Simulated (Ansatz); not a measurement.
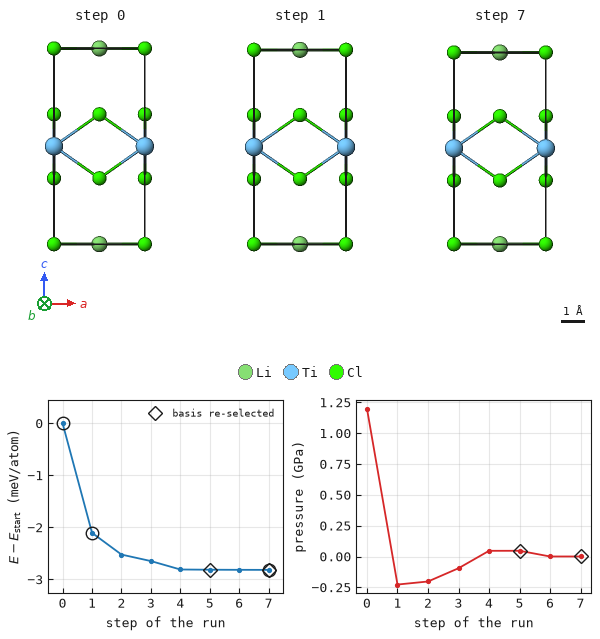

Frames of a relaxation of solid LiTiCl$_{5}$ (built on the MgPPd5-123 type type), marked on the history of the run. A ball-and-stick model of the cell of the calculation, seen along the b axis.

Method: DFT, r2SCAN+rVV10, plane waves, PAW in Ansatz 0.2.0. Set-up: plane-wave cutoff 500 eV; k-point mesh 6 × 6 × 4; occupations fermi dirac; smearing width 0.03 eV; no spin polarisation; cell and atoms relaxed; force threshold 0.01 eV/Å; at most 120 steps.

Question: Describe the path.

Answer: The energy falls by 2.8 meV per atom in 5 accepted moves (7 points after the start). Largest force component: 0.11 eV/Å at the start, under 0.0001 eV/Å at the end. The pressure goes from 1.20 to 0.00 GPa. At 2 points the geometry stayed and the basis and grid were re-selected for the new cell (energy shift of less than 0.05 meV per atom at most each time). The largest moves relative to the cell, 0.034 Å, are those of Cl atoms. Li and Ti stay in place. The drawn cell changes at constant volume: a = b 4.119 → 4.163 Å (+1.1 %), c 8.871 → 8.687 Å (−2.1 %). Near-neighbour distances that change, for instance: Cl–Li 2.912 → 2.943 Å, Cl–Ti 2.519 → 2.539 Å. The space group stays P4/mmm (No. 123). From step 0 to 1: volume +1.8 %, energy −2.1 meV per atom. From step 1 to 7: Cl atoms move most (0.03 Å), volume −1.7 %, energy −0.7 meV per atom.
